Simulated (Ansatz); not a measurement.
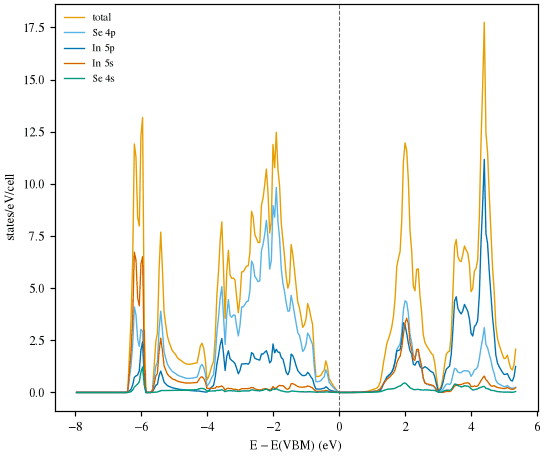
Figure. Total and projected density of states of InSe in space group P6_3/mmc (No. 194; In on 4f, Se on 4f), PBE+D3(BJ) in the plane-wave PAW code Ansatz

Question: Which orbitals carry the states next to the gap?

Answer: Top 1 eV of the valence band: Se 4p 69 %, In 5p 21 %, In 5s 7 %. Bottom 1 eV of the conduction band: Se 4p 34 %, In 5s 32 %, In 5p 22 %, Se 4s 9 %. Projections are on Löwdin-orthogonalised atomic valence shells; empty p or d shells of many metals are not among them.

Question: Where is the tallest occupied peak in this window, and what makes it?

Answer: Near -5.9 eV, about 13 states/eV per cell; the largest projected share is In 5s.

The cell was relaxed with PBE+D3(BJ) under the symmetry of its start. Spin–orbit coupling is left out wherever it is not named.

Potentials: the later of the program's two PAW sets.
